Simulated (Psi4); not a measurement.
# UOMP2/def2-SVP (core potential, density fitting for correlation) run of InSiH3ClO (SMILES [SiH3][O][In][Cl])

What is the vertical ionisation energy of InSiH3ClO at UOMP2/def2-SVP (core potential, density fitting for correlation)? 

The results are computed with Psi4 1.11.

4 further runs of the same task are left out: 1 that didn't finish, 3 set aside as unsound or not needed. Runs told in other sessions of the task aren't counted.

**1. The structure to begin with**

InSiH3ClO has 7 atoms, charge 0, and is taken as a doublet. As SMILES, `[SiH3][O][In][Cl]`. The coordinates come from a PBE0-D4/def2-TZVP relaxation. This is one conformer, not always the lowest.

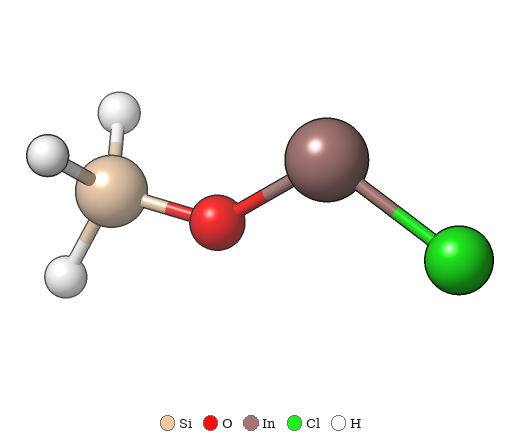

The structure, seen from a chosen angle (silicon light orange, oxygen red, indium brown, chlorine green, hydrogen white).

**2. The energy at UOMP2/def2-SVP (core potential, density fitting for correlation)**

The input, job.inp:

```
memory 2200 MB

molecule {
  0 2
  Si     0.016600     1.144600     0.460800
  O      0.203700    -0.441600     0.114500
  In    -0.437600    -1.723300    -1.270600
  Cl     0.330700    -3.933200    -1.041200
  H      0.496200     2.009500    -0.655300
  H      0.803700     1.457800     1.681900
  H     -1.413400     1.486100     0.709900
  symmetry c1
}

set {
  reference uhf
  puream true
  e_convergence 1e-09
  d_convergence 1e-08
  scf_type pk
  num_frozen_docc 15
  maxiter 100
}

E, wfn = energy("omp2/def2-SVP", return_wfn=True)
```

The run is started by

```console
$ psi4 -i job.inp -o job.out -n 1
```

job.out (excerpt; [...] marks lines left out):

```text
[...]
    !!!  WARNING: ECP capability is in beta. Please check occupations closely.  !!!
[...]
  Running in c1 symmetry.
[...]
  Nuclear repulsion =  283.742748487817153
[...]
  Multiplicity = 2
[...]
  Nalpha       = 32
  Nbeta        = 31
[...]
    Number of basis functions: 91
[...]
   @UHF iter   1: -1013.86924945559053   -1.73356e+00   6.42715e-03 DIIS/ADIIS
[...]
   @UHF iter  15: -1014.04968042114274   -9.20863e-12   8.79298e-09 DIIS
[...]
   @S^2 Observed:                7.592280791E-01
[...]
    Orbital Energies [Eh]
    ---------------------
    Alpha Occupied:
       1A   -104.769280     2A    -68.771124     3A    -20.535003
       4A    -10.531232     5A     -8.008374     6A     -8.002845
       7A     -8.002816     8A     -6.136719     9A     -5.435356
      10A     -4.248061    11A     -4.247264    12A     -4.247196
      13A     -3.694043    14A     -3.689983    15A     -3.686103
      16A     -1.278440    17A     -1.105416    18A     -1.078666
      19A     -1.076564    20A     -1.076294    21A     -1.069095
      22A     -1.029606    23A     -0.712907    24A     -0.599502
      25A     -0.543736    26A     -0.538128    27A     -0.516926
      28A     -0.451312    29A     -0.451124    30A     -0.448869
      31A     -0.440742    32A     -0.350652
[...]
  @UHF Final Energy: -1014.04968042114274
   => Energetics <=
    Nuclear Repulsion Energy =            283.7427484878171526
    One-Electron Energy =               -2042.5978029617499487
    Two-Electron Energy =                 744.8053740527900572
    Total Energy =                      -1014.0496804211427389
  UHF NO Occupations:
  HONO-2 :   30  A 1.9986599
  HONO-1 :   31  A 1.9973599
  HONO-0 :   32  A 1.0000000
  LUNO+0 :   33  A 0.0026401
  LUNO+1 :   34  A 0.0013401
[...]
 Multipole Moments:
 ------------------------------------------------------------------------------------
     Multipole            Electronic (a.u.)      Nuclear  (a.u.)        Total (a.u.)
 ------------------------------------------------------------------------------------
 L = 1.  Multiply by 2.5417464519 to convert [e a0] to [Debye]
 Dipole X            :        -18.5429947           17.7941357           -0.7488589
 Dipole Y            :        -22.5468811           23.0309262            0.4840451
 Dipole Z            :        -34.5382900           33.6771639           -0.8611261
 Magnitude           :                                                    1.2396078
[...]
	Warning: cc_lambda option is changed to TRUE
	For this residual convergence, default PCG convergence is:     1.00e-07
[...]
	DF-SCS-MP2 Total Energy (a.u.)     : -1014.52242783506938
	DF-SOS-MP2 Total Energy (a.u.)     : -1014.51836706869767
[...]
	DF-SCS-OMP2 Total Energy (a.u.)    : -1014.53044737931145
	DF-SOS-OMP2 Total Energy (a.u.)    : -1014.48791726961235
	DF-SCS(N)-OMP2 Total Energy (a.u.) : -1014.26277193433293
[...]
	DF-OMP2 Total Energy (a.u.)        : -1014.54055687975074
[...]
```

Run time: 3.8 min. Hardware: 1 thread of AMD EPYC 7R43 (Zen 3), shared host; peak memory 0.35 GiB.

**3. The singlet cation, same level**

The input, input.dat:

```
memory 2.2 GB

molecule m {
  1 1
  Si     0.03136945     2.16298052     0.87078580
  O      0.38493721    -0.83450306     0.21637364
  In    -0.82694415    -3.25656503    -2.40108601
  Cl     0.62493243    -7.43267079    -1.96758284
  H      0.93768210     3.79740465    -1.23833753
  H      1.51877289     2.75484274     3.17833037
  H     -2.67093890     2.80832199     1.34151658
  units au
  symmetry c1
}

set {
  basis           def2-SVP
  puream          true
  e_convergence   1e-09
  d_convergence   1e-08
  scf_type        pk
  num_frozen_docc 15
}

e_tot, wfn = energy('omp2', return_wfn=True)
```

The run is started by

```console
$ psi4 -n 1 input.dat output.dat
```

output.dat (excerpt; [...] marks lines left out):

```text
[...]
    !!!  WARNING: ECP capability is in beta. Please check occupations closely.  !!!
[...]
  Running in c1 symmetry.
[...]
  Nuclear repulsion =  283.742748805368649
[...]
  Multiplicity = 1
[...]
  Nalpha       = 31
  Nbeta        = 31
[...]
    Number of basis functions: 91
[...]
   @RHF iter   1: -1013.51902229182087   -1.36907e+00   6.25481e-03 ADIIS/DIIS
[...]
   @RHF iter  14: -1013.72345299406641   -7.50333e-12   4.46106e-09 DIIS
[...]
    Orbital Energies [Eh]
    ---------------------
    Doubly Occupied:
       1A   -105.005217     2A    -68.920972     3A    -20.758101
       4A    -10.764539     5A     -8.238933     6A     -8.235621
       7A     -8.235582     8A     -6.288462     9A     -5.708905
      10A     -4.400255    11A     -4.398274    12A     -4.398265
      13A     -3.968162    14A     -3.966945    15A     -3.960345
      16A     -1.484701    17A     -1.362649    18A     -1.353111
      19A     -1.351007    20A     -1.346526    21A     -1.332627
      22A     -1.249610    23A     -0.885341    24A     -0.767106
      25A     -0.734819    26A     -0.721670    27A     -0.696259
      28A     -0.658359    29A     -0.656179    30A     -0.598278
      31A     -0.593235
[...]
  @RHF Final Energy: -1013.72345299406641
   => Energetics <=
    Nuclear Repulsion Energy =            283.7427488053686488
    One-Electron Energy =               -2028.8522917670611605
    Two-Electron Energy =                 731.3860899676261624
    Total Energy =                      -1013.7234529940664061
[...]
 Multipole Moments:
 ------------------------------------------------------------------------------------
     Multipole            Electronic (a.u.)      Nuclear  (a.u.)        Total (a.u.)
 ------------------------------------------------------------------------------------
 L = 1.  Multiply by 2.5417464519 to convert [e a0] to [Debye]
 Dipole X            :        -19.0486351           17.7941357           -1.2544995
 Dipole Y            :        -22.6700647           23.0309262            0.3608615
 Dipole Z            :        -35.2916995           33.6771639           -1.6145357
 Magnitude           :                                                    2.0762262
[...]
	DF-MP2 Total Energy (a.u.)         : -1014.21426026725294
[...]
	DF-MP2 Total Energy (a.u.)         : -1014.22871333738021
[...]
	DF-OMP2 Total Energy (a.u.)        : -1014.22871333717865
[...]
```

It took 83 s on 1 thread of AMD EPYC 7R43 (Zen 3), shared host; peak memory 0.34 GiB.

**4. Outcome**

At UOMP2/def2-SVP (core potential, density fitting for correlation), 15 core orbitals frozen:

| quantity | value |
| --- | --- |
| doublet InSiH3ClO: total energy | -1014.54056 Eh |
| doublet InSiH3ClO: HOMO energy (Hartree–Fock orbitals) (highest over α and β) | -9.54 eV |
| doublet InSiH3ClO: LUMO energy (Hartree–Fock orbitals) (lowest over α and β) | -0.69 eV |
| doublet InSiH3ClO: correlation energy (15 core orbitals frozen) | -490.9 mEh |
| doublet InSiH3ClO: ⟨S²⟩ of the reference determinant | 0.759 |
| singlet cation: total energy | -1014.22871 Eh |
| singlet cation: HOMO energy (Hartree–Fock orbitals) | -16.14 eV |
| singlet cation: LUMO energy (Hartree–Fock orbitals) | -8.16 eV |
| singlet cation: HOMO–LUMO gap (Hartree–Fock orbitals) | 7.98 eV |
| singlet cation: correlation energy (15 core orbitals frozen) | -505.3 mEh |
| vertical ionisation energy (to the singlet cation) | 8.486 eV |

In words: The vertical ionisation energy comes to 8.49 eV (819 kJ/mol). Only the singlet of the ionised species was computed; a triplet could lie lower.
